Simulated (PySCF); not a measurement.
GaB⁺, doublet (excess alpha electrons: σ +1). CCSD(T)/cc-pVTZ(-PP) (ECP), PySCF, UHF. One reference determinant with the occupation held, the lowest that a PBE0 search over spins and occupations found; no spin-orbit coupling. Zero is the separated fragments in their ground configurations, without counterpoise. The fragments are Ga⁺ + B. Horizontal lines: vibrational levels from ωe and ωexe, starting at v = 0.

**What bond curve does the calculation give?**

re = 2.742 Å, ωe = 216 cm⁻¹, ωexe = 1.8 cm⁻¹, De = 0.75 eV.
```csv
r (Å),E (eV)
2.523,−0.70
2.635,−0.74
2.719,−0.75
2.803,−0.75
2.887,−0.74
2.999,−0.71
3.139,−0.67
3.308,−0.61
```

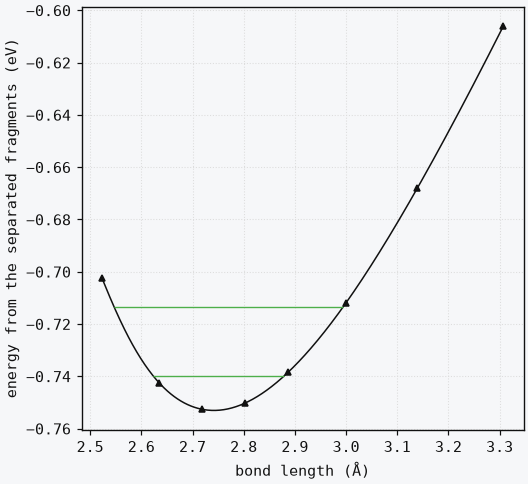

Note: lowest determinant of a PBE0 search, another state may lie lower.
